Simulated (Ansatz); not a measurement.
Three curves of one kind of scan: energy against volume (even scaling of the relaxed cell, symmetry kept). Level of theory: PBE (plane waves to 420 eV, PAW, scalar-relativistic; Ansatz, an electronic-structure program). Each is measured from its own zero (the relaxed starting cell). 

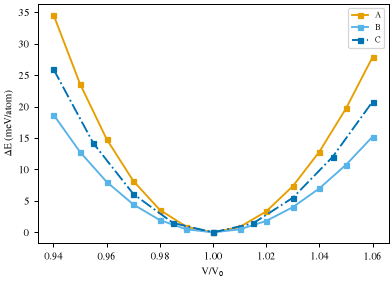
Fig. 1. Curves A, B and C.

Problem. Match the curves to these crystals:
- ScAl$_{3}$ (Cu3Au type), a = b = c = 4.106 Å, α = β = γ = 90.00°
- AlRu (CsCl type), a = 3.004 Å, b = 3.004 Å, c = 3.004 Å, α = 90.00°, β = 90.00°, γ = 90.00°
- AlNi₃ (Cu3Au type), a = b = c = 3.567 Å, α = β = γ = 90.00°

Solution. A is AlRu; B is ScAl3; C is AlNi3.

AlRu is run without spin polarisation. All were relaxed with their symmetry unable to fall. Relaxed AlNi3 ends ferromagnetic. ScAl3 is run without spin polarisation. Other magnetic orders were not checked, so this need not be the ground state. (This holds for the magnetic or f-shell members.)

(Under strain, the slope of the energy per volume gives the stress and its curvature an elastic modulus.)
